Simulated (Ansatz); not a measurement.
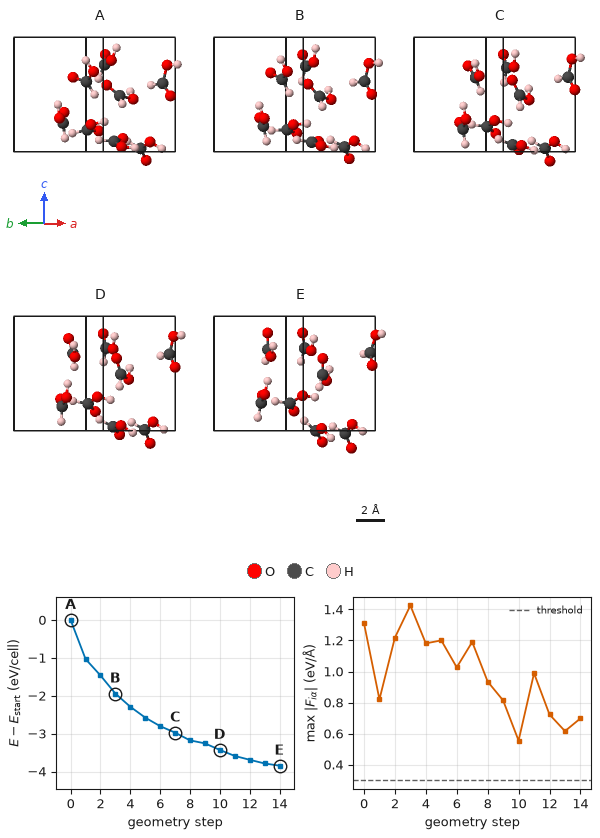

Frames of a relaxation of an amorphous cell of composition H2CO2, marked on the history of the run. A ball-and-stick model of the cell of the calculation (origin shifted), seen from a free direction.

The cell holds 8 HCOOH. The run prepares the start of a later molecular dynamics calculation, from a guessed geometry.

Theory: DFT PBE-D3(BJ), scalar-relativistic, plane waves, PAW in Ansatz 0.2.0. Set-up: plane-wave cutoff 420 eV; k-point mesh 1 × 1 × 1; occupations fermi dirac; smearing width 0.02 eV; no spin polarisation; atoms relaxed in a fixed cell; force threshold 0.3 eV/Å; at most 15 steps.

**Describe the path.**

The relaxation stopped without meeting its thresholds, so the last structure isn't shown to be converged. It used up its limit of 15 steps. The atom that moves furthest is an H atom (2.30 Å along [−1 2 1]). Largest moves by element: H 2.30 Å, O 1.83 Å, C 1.58 Å. The lattice vectors keep their values. Among the contacts that change: H–O 0.980 → 1.016 Å, C–O 1.350 → 1.317 Å, C–H 1.096 → 1.126 Å, C–O 1.212 → 1.229 Å. Among the angles between lasting bonds that change: C–O–H 106.0° → 113.1°, C–O–H 106.0° → 111.9°, C–O–H 106.0° → 111.5°. Over 14 geometry steps the energy falls by 3.846 eV per cell of the calculation. Largest force component: 1.3 eV/Å at the start, 0.7 eV/Å at the end. Cost: 50 s on 1 thread of AMD EPYC 9R14 (Zen 4) (shared host), peak memory 0.6 GiB. From step 0 to 3: an O atom moves most (0.52 Å), energy −1.943 eV per cell of the calculation. From step 3 to 7: O and H atoms move most (0.70 Å), energy −1.030 eV per cell of the calculation. From step 7 to 10: an H atom moves most (0.55 Å), energy −0.457 eV per cell of the calculation. From step 10 to 14: an H atom moves most (0.77 Å), energy −0.416 eV per cell of the calculation.

Limits of the set-up: the program's low-accuracy preset was used; the periodic images lie only 8.2 Å apart, so the values are limited by the cell's size.
